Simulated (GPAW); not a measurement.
**Screening of a field by N/Mo(110)**

How does N/Mo(110) screen a perpendicular field?

Main program and level: GPAW 26.7.0; GPAW, PAW setups; slab in vacuum, relaxation, in the first sound run; inputs show where later runs differ.

## 1. The starting structure

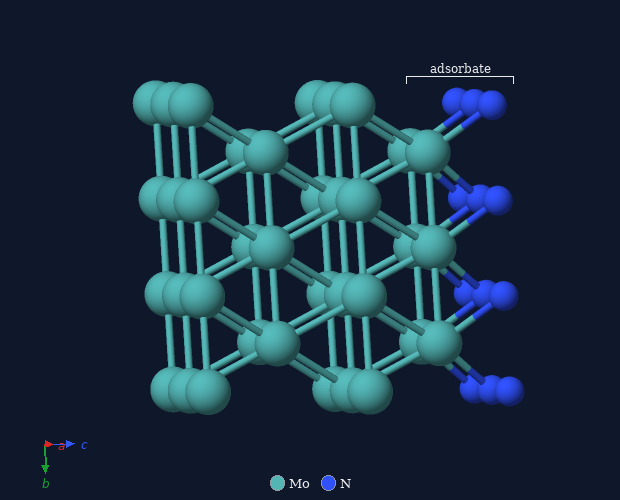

The starting structure, seen from the side, with the c axis across the page (molybdenum teal, nitrogen blue). 2×3×1 cells are drawn. Bonds to atoms that aren't drawn are left out. Some periodic images of atoms are drawn too.

The cell holds 5 atoms: 4 Mo and 1 N. Its edges and angles: a = 2.728 Å, b = 2.728 Å, c = 26.289 Å, α = 90.0°, β = 90.0°, γ = 70.5°. Vacuum lies along c.

## 2. Relaxation

The atoms are relaxed first, since the surface dipole, and with it the work function, follows the positions of the outer layers. The lowest 2 atoms are held at bulk positions and keep their forces.

run.py reads:

```python
import json
import numpy as np
from ase import Atoms
from ase.constraints import FixAtoms
from ase.optimize import BFGS
from gpaw import GPAW, PW

slab = Atoms(
    ['Mo', 'Mo', 'Mo', 'Mo', 'N'],
    positions=[
        [0.00000, 0.00000, 9.00000],
        [2.22739, -0.00000, 11.22739],
        [0.00000, 0.00000, 13.45477],
        [2.22739, -0.00000, 15.68216],
        [0.00000, 0.00000, 17.28898]],
    cell=[[2.22739, -1.575, 0.0], [2.22739, 1.575, 0.0], [0.0, 0.0, 26.28898]],
    pbc=[True, True, False])

slab.calc = GPAW(mode=PW(500), xc='PBE', kpts={'size': (12, 12, 1), 'gamma': True},
                 occupations={'name': 'fermi-dirac', 'width': 0.1}, nbands='160%',
                 convergence={'density': 1e-05}, maxiter=200,
                 poissonsolver={'dipolelayer': 'xy'},
                 symmetry={'tolerance': 1e-3, 'extra_ids': [1, 1, 0, 0, 0]}, txt='slab.txt')
result = {}
slab.set_constraint(FixAtoms([0, 1]))
path = []
opt = BFGS(slab, maxstep=0.2)
opt.attach(lambda: path.append((slab.get_potential_energy(), slab.positions.tolist(), slab.get_forces().tolist())))
result['relaxed'] = bool(opt.run(fmax=0.03, steps=40))
result['path'] = path
energy = slab.get_potential_energy()
fermi = slab.calc.get_fermi_level()
v = slab.calc.get_electrostatic_potential().mean((0, 1)) - fermi
n = slab.calc.get_pseudo_density().mean((0, 1))
L = slab.cell[2, 2]
z = np.arange(len(v)) * L / len(v)
low, high = slab.positions[:, 2].min(), slab.positions[:, 2].max()
below, above = np.interp([low - 6.8, high + 6.8], z, v)
slopes = [np.interp(x, z, np.gradient(v, z)) for x in (low - 6.8, high + 6.8)]
eps = np.array([[slab.calc.get_eigenvalues(k, s) for k in range(len(slab.calc.get_ibz_k_points()))]
                for s in range(slab.calc.get_number_of_spins())]) - fermi
top, bottom = eps[eps < 0].max(), eps[eps > 0].min()
dipole = slab.get_dipole_moment()[2]
print(f'energy {energy:.4f} eV, Fermi level {fermi:.4f} eV, dipole {dipole:.5f} e A')
print(f'potential 6.8 A off the faces, from the Fermi level: lower {below:.4f} eV, upper {above:.4f} eV')
print(f'slope of the potential there: lower {slopes[0]:.5f}, upper {slopes[1]:.5f} eV/A')
print(f'nearest levels on the mesh: {top:.4f} and {bottom:.4f} eV')
print('magnetic moment', round(slab.get_magnetic_moment(), 3))
result.update(energy=energy, fermi=fermi, dipole=dipole, below=below, above=above, slopes=slopes, edges=[top, bottom],
              z=z.tolist(), v=v.tolist(), n=n.tolist(), positions=slab.positions.tolist(),
              forces=slab.get_forces(apply_constraint=False).tolist(), moments=slab.get_magnetic_moments().tolist())
json.dump(result, open('result.json', 'w'))
```

Command:

```console
OMP_NUM_THREADS=1 OPENBLAS_NUM_THREADS=1 python run.py
```

What it wrote:

```text
Step          Energy          fmax
BFGS:    0      -49.211933        4.287074
BFGS:    1      -49.679644        3.700448
BFGS:    2      -50.590738        0.745324
BFGS:    3      -50.604616        0.674205
BFGS:    4      -50.616924        0.507591
BFGS:    5      -50.638751        0.246029
BFGS:    6      -50.640192        0.200651
BFGS:    7      -50.647927        0.369102
BFGS:    8      -50.656177        0.467148
BFGS:    9      -50.662774        0.297892
BFGS:   10      -50.665408        0.046366
BFGS:   11      -50.665480        0.005284
energy -50.5993 eV, Fermi level 1.5757 eV, dipole -0.06089 e A
potential 6.8 A off the faces, from the Fermi level: lower 4.5664 eV, upper 6.1468 eV
slope of the potential there: lower -0.00010, upper 0.00079 eV/A
nearest levels on the mesh: -0.0060 and 0.0009 eV
magnetic moment 0.0
```

Wall time 51 min (1 thread of Arm Neoverse V2, shared host); peak memory 0.39 GiB.

Step by step:

```
step  energy less that of the first step (eV)  largest force (eV/Å)
   1                                   0.0000                4.2871
   2                                  -0.4684                3.7004
   3                                  -1.3710                0.7453
   4                                  -1.3857                0.6742
   5                                  -1.3979                0.5076
   6                                  -1.4199                0.2460
   7                                  -1.4214                0.2007
   8                                  -1.4296                0.3691
   9                                  -1.4384                0.4671
  10                                  -1.4454                0.2979
  11                                  -1.4482                0.0464
  12                                  -1.4482                0.0053
```

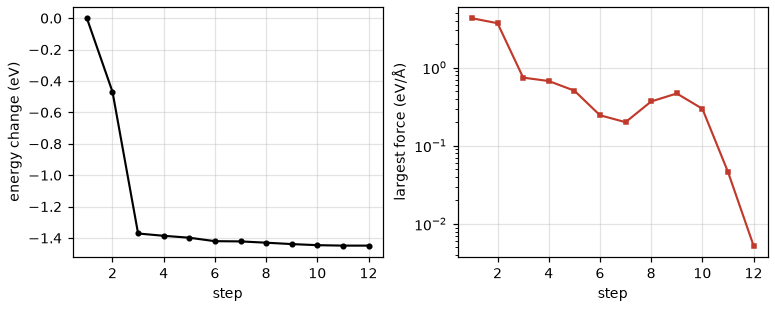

Energy and largest force along the relaxation.

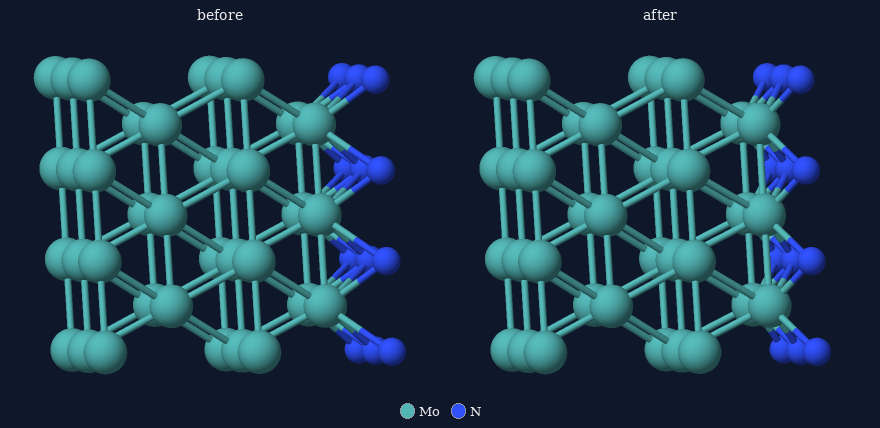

Before and after, at one scale.

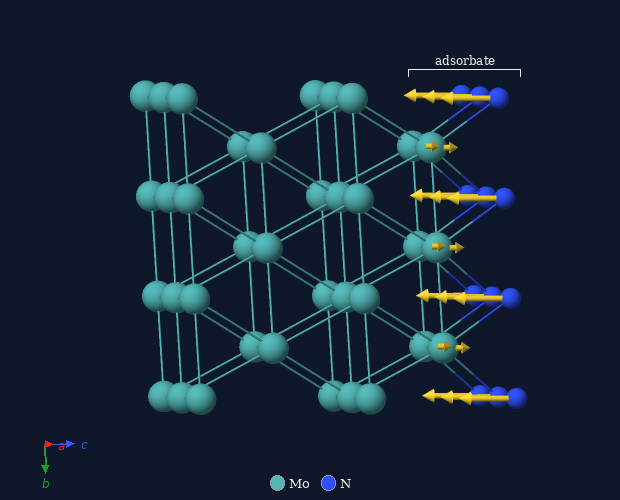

Displacements in the relaxation, exaggerated; the longest in the cell stands for 0.43 Å. Bonds to atoms that aren't drawn are left out. 2×3×1 cells are drawn. Some periodic images of atoms are drawn too.

The atoms that moved most (Å):

```
atom     dx     dy      dz  length
  N5  0.000  0.000  -0.435   0.435
 Mo4  0.000  0.000   0.127   0.127
```

Final coordinates:

```xyz
5
Lattice="2.2274 -1.5750 0.0000 2.2274 1.5750 0.0000 0.0000 0.0000 26.2890" Properties=species:S:1:pos:R:3
Mo    0.0000    0.0000    9.0000
Mo    2.2274    0.0000   11.2274
Mo    0.0000    0.0000   13.4589
Mo    2.2274    0.0000   15.8091
N     0.0000    0.0000   16.8543
```

This step gave:

| Property | Result |
| --- | --- |
| dipole along the normal | -0.06089 e·Å |
| levels nearest the Fermi level on the mesh | -0.006049, 8.74e-4 eV from the Fermi level |
| upper work function | 6.147 eV |
| lower work function | 4.566 eV |

The electrostatic potential energy of an electron (without an applied field's), less the Fermi level, planar mean oscillates, so the rows of the table below give means over windows of 2.16 Å about each position, cut where the curve ends. Its maxima inside the range that stand out by 2 % of the span (Å: eV): 10.1: -2.05, 12.3: -2.08, 14.6: -1.27, 16.5: -13.9. Its minima: 9.0: -28.1, 11.3: -28.5, 13.4: -28.4, 15.8: -29.2, 16.8: -16.3.

The electrostatic potential energy of an electron (without an applied field's), less the Fermi level, planar mean by z; means over each step:

| z (Å) | electrostatic potential energy of an electron (without an applied field's), less the Fermi level, planar mean (eV) |
| --- | --- |
| 1.08 | 4.64 |
| 3.24 | 4.57 |
| 5.40 | 4.53 |
| 7.56 | -0.415 |
| 9.72 | -13.2 |
| 11.88 | -13.4 |
| 14.04 | -12.9 |
| 16.20 | -17.6 |
| 18.36 | 5.14 |
| 20.52 | 6.14 |
| 22.68 | 6.15 |
| 24.84 | 6.15 |

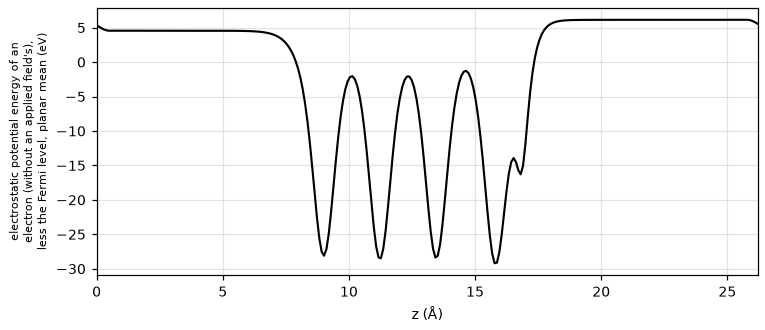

Electrostatic potential energy of an electron (without an applied field's), less the Fermi level, planar mean against z.

The pseudo valence density, planar mean oscillates, so the rows of the table below give means over windows of 2.25 Å about each position, cut where the curve ends. Its maxima inside the range that stand out by 2 % of the span (Å: e/Å³): 9.0: 2.00, 11.3: 1.97, 13.5: 1.95, 15.8: 2.00. Its minima: 10.1: 0.322, 12.4: 0.322, 14.6: 0.281.

The pseudo valence density, planar mean by z; means over each step:

```csv
z (Å),"pseudo valence density, planar mean (e/Å³)"
3.38,8.2e-6
5.62,0.00182
7.88,0.443
10.12,0.905
12.38,0.903
14.62,0.804
16.88,0.802
19.12,0.00546
21.38,3.0e-6
```

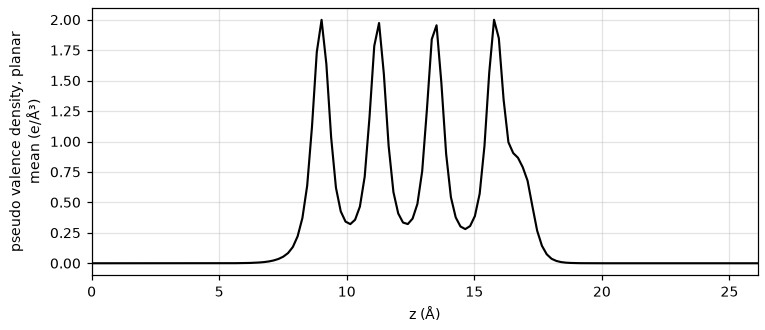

Pseudo valence density, planar mean against z.

The relaxation lowered the energy of the cell by 1.45 eV (energies extrapolated to zero smearing; the optimiser's log prints free energies). The largest force left on a free atom is 0.0053 eV/Å.

## 3. Plane waves, PBE

The work function is the vacuum plateau of the electrostatic potential less the Fermi level; a dipole layer lets the two faces have plateaus of their own.

This step: GPAW, PAW setups; slab in vacuum (GPAW 26.7.0).

Edit run.py of step 2 so:

```diff
@@ -3,4 +3,2 @@
 from ase import Atoms
-from ase.constraints import FixAtoms
-from ase.optimize import BFGS
 from gpaw import GPAW, PW
@@ -12,5 +10,5 @@
         [2.22739, -0.00000, 11.22739],
-        [0.00000, 0.00000, 13.45477],
-        [2.22739, -0.00000, 15.68216],
-        [0.00000, 0.00000, 17.28898]],
+        [0.00000, 0.00000, 13.45890],
+        [2.22739, -0.00000, 15.80914],
+        [-0.00000, 0.00000, 16.85425]],
     cell=[[2.22739, -1.575, 0.0], [2.22739, 1.575, 0.0], [0.0, 0.0, 26.28898]],
@@ -22,10 +20,4 @@
                  poissonsolver={'dipolelayer': 'xy'},
-                 symmetry={'tolerance': 1e-3, 'extra_ids': [1, 1, 0, 0, 0]}, txt='slab.txt')
+                 symmetry={'tolerance': 1e-3}, txt='slab.txt')
 result = {}
-slab.set_constraint(FixAtoms([0, 1]))
-path = []
-opt = BFGS(slab, maxstep=0.2)
-opt.attach(lambda: path.append((slab.get_potential_energy(), slab.positions.tolist(), slab.get_forces().tolist())))
-result['relaxed'] = bool(opt.run(fmax=0.03, steps=40))
-result['path'] = path
 energy = slab.get_potential_energy()
```

What it wrote:

```text
energy -50.5993 eV, Fermi level 1.5757 eV, dipole -0.06118 e A
potential 6.8 A off the faces, from the Fermi level: lower 4.5665 eV, upper 6.1464 eV
slope of the potential there: lower -0.00005, upper 0.00073 eV/A
nearest levels on the mesh: -0.0060 and 0.0009 eV
magnetic moment 0.0
```

It took 4.7 min on 1 thread; peak memory 0.38 GiB.

Numbers from this step:

```yaml
dipole_along_the_normal: -0.06118 e·Å
levels_nearest_the_fermi_level_on_the_mesh: -0.006038, 8.96e-4 eV from the Fermi level
upper_work_function: 6.146 eV
```

The electrostatic potential energy of an electron (without an applied field's), less the Fermi level, planar mean oscillates, so the rows of the table below give means over windows of 2.16 Å about each position, cut where the curve ends. Its maxima inside the range that stand out by 2 % of the span (Å: eV): 10.1: -2.05, 12.3: -2.08, 14.6: -1.27, 16.5: -13.9. Its minima: 9.0: -28.1, 11.3: -28.5, 13.4: -28.4, 15.8: -29.2, 16.8: -16.3.

Electrostatic potential energy of an electron (without an applied field's), less the Fermi level, planar mean against z; means over each step:

```
z (Å)  electrostatic potential energy of an electron (without an applied field's), less the Fermi level, planar mean (eV)
 1.08                                                                                                                4.64
 3.24                                                                                                                4.57
 5.40                                                                                                                4.54
 7.56                                                                                                              -0.415
 9.72                                                                                                               -13.2
11.88                                                                                                               -13.4
14.04                                                                                                               -12.9
16.20                                                                                                               -17.6
18.36                                                                                                                5.14
20.52                                                                                                                6.14
22.68                                                                                                                6.15
24.84                                                                                                                6.15
```

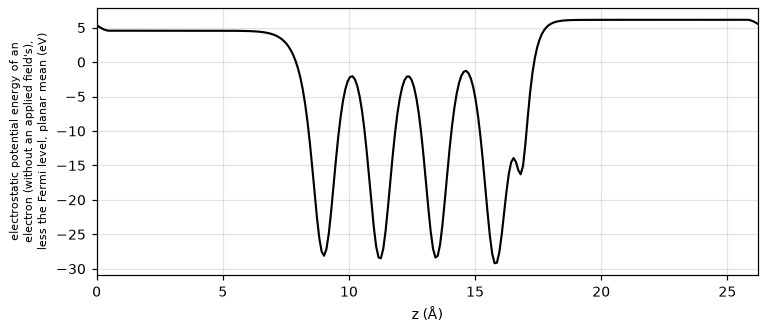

Electrostatic potential energy of an electron (without an applied field's), less the Fermi level, planar mean, plotted against z.

The pseudo valence density, planar mean oscillates, so the rows of the table below give means over windows of 2.25 Å about each position, cut where the curve ends. Its maxima inside the range that stand out by 2 % of the span (Å: e/Å³): 9.0: 2.00, 11.3: 1.97, 13.5: 1.95, 15.8: 2.00. Its minima: 10.1: 0.322, 12.4: 0.322, 14.6: 0.281.

Pseudo valence density, planar mean against z; means over each step:

```csv
z (Å),"pseudo valence density, planar mean (e/Å³)"
3.38,8.2e-6
5.62,0.00182
7.88,0.443
10.12,0.905
12.38,0.903
14.62,0.804
16.88,0.802
19.12,0.00546
21.38,3.0e-6
```

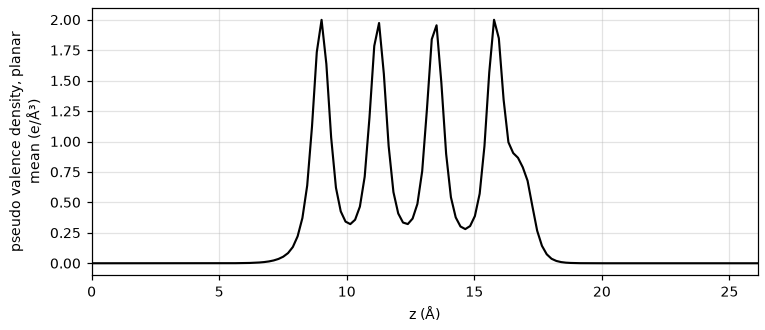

Pseudo valence density, planar mean, plotted against z.

Force by atom:

```csv
atom,x (eV/Å),y (eV/Å),z (eV/Å),size
Mo1,0.000,0.000,0.689,0.689
Mo2,0.000,0.000,-0.663,0.663
Mo3,0.000,0.000,0.002,0.002
Mo4,0.000,0.000,-0.003,0.003
N5,0.000,0.000,0.004,0.004
```

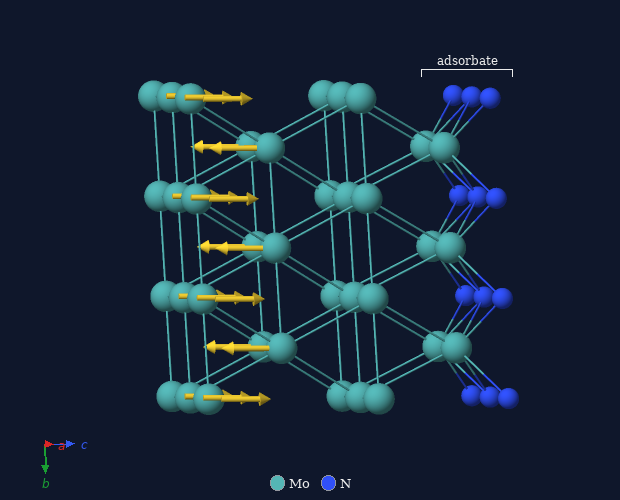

Force as arrows, the longest 0.689 eV/Å. 2×3×1 cells are drawn. Some periodic images of atoms are drawn too.

The potential is flat to 7.3e-4 eV/Å where it is read, so the vacuum is wide enough.

## 4. In a field

A uniform field along the normal polarises the slab; the atoms stay fixed, so this is the electronic response alone.

Edit run.py of step 3 so:

```diff
@@ -4,2 +4,3 @@
 from gpaw import GPAW, PW
+from gpaw.external import ConstantElectricField
 
@@ -20,2 +21,3 @@
                  poissonsolver={'dipolelayer': 'xy'},
+                 external=ConstantElectricField(-0.2, [0, 0, 1]),
                  symmetry={'tolerance': 1e-3}, txt='slab.txt')
```

What it wrote:

```text
energy -50.6198 eV, Fermi level 1.6793 eV, dipole -0.14330 e A
potential 6.8 A off the faces, from the Fermi level: lower 3.3368 eV, upper 7.0315 eV
slope of the potential there: lower -0.00004, upper 0.00067 eV/A
nearest levels on the mesh: -0.0039 and 0.0022 eV
magnetic moment 0.0
```

The job ended after 9.5 min (1 thread; peak memory 0.6 GiB).

Numbers from this step:

| Item | Value |
| --- | --- |
| dipole along the normal | -0.1433 e·Å |
| levels nearest the Fermi level on the mesh | -0.003943, 0.002183 eV from the Fermi level |
| potential below the slab, the applied field's own ramp left out | 3.337 eV from the Fermi level |
| potential above the slab, the applied field's own ramp left out | 7.031 eV from the Fermi level |

The electrostatic potential energy of an electron (without an applied field's), less the Fermi level, planar mean oscillates, so the rows of the table below give means over windows of 2 Å about each position, cut where the curve ends. Its maxima inside the range that stand out by 2 % of the span (Å: eV): 10.1: -2.65, 12.4: -2.24, 14.6: -0.967, 16.5: -13.3, 25.7: 7.03. Its minima: 9.0: -28.9, 11.3: -28.8, 13.4: -28.3, 15.8: -28.7, 16.8: -15.6.

Electrostatic potential energy of an electron (without an applied field's), less the Fermi level, planar mean against z; means over each step:

| z (Å) | electrostatic potential energy of an electron (without an applied field's), less the Fermi level, planar mean (eV) |
| --- | --- |
| 0 | 3.69 |
| 2 | 3.34 |
| 4 | 3.34 |
| 6 | 3.23 |
| 8 | -7.02 |
| 10 | -12.5 |
| 12 | -13.0 |
| 14 | -13.1 |
| 16 | -17.9 |
| 18 | 4.19 |
| 20 | 7.03 |
| 22 | 7.03 |
| 24 | 7.03 |
| 26 | 6.86 |

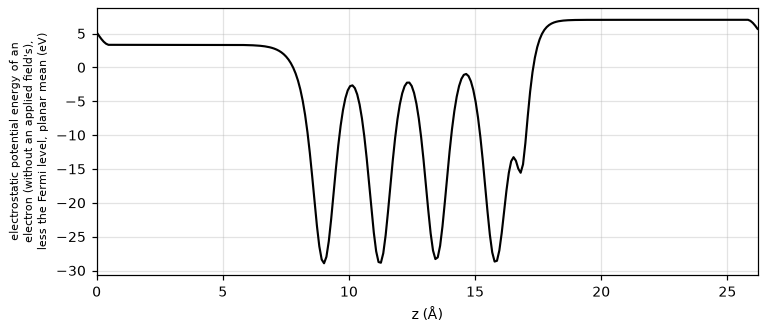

Electrostatic potential energy of an electron (without an applied field's), less the Fermi level, planar mean against z.

Force by atom:

| atom | x (eV/Å) | y (eV/Å) | z (eV/Å) | size |
| --- | --- | --- | --- | --- |
| Mo1 | 0.000 | 0.000 | 0.696 | 0.696 |
| Mo2 | 0.000 | 0.000 | -0.674 | 0.674 |
| Mo3 | 0.000 | 0.000 | 0.008 | 0.008 |
| Mo4 | 0.000 | 0.000 | -0.028 | 0.028 |
| N5 | 0.000 | 0.000 | 0.030 | 0.030 |

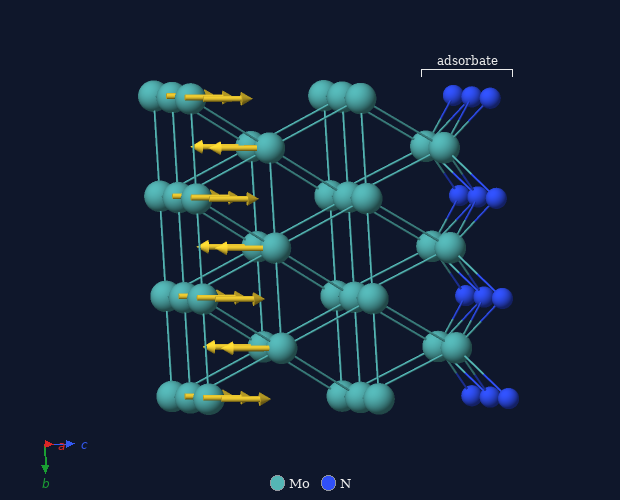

Force as arrows, the longest 0.696 eV/Å. 2×3×1 cells are drawn. Some periodic images of atoms are drawn too.

The dipole is now -0.143 e Å, against -0.061 in the run without a field.

(Part 1 of 2 ends here.)

[Logs are printed without paths, hosts, clocks, repeated set-up lines and the standing remarks that a program may print on its own settings, such as how far it seeks lower states.]

[Hosts, paths, dates, database ids (printed as entryN), source tags and the programs' standing remarks are cut or masked in the printed files.]
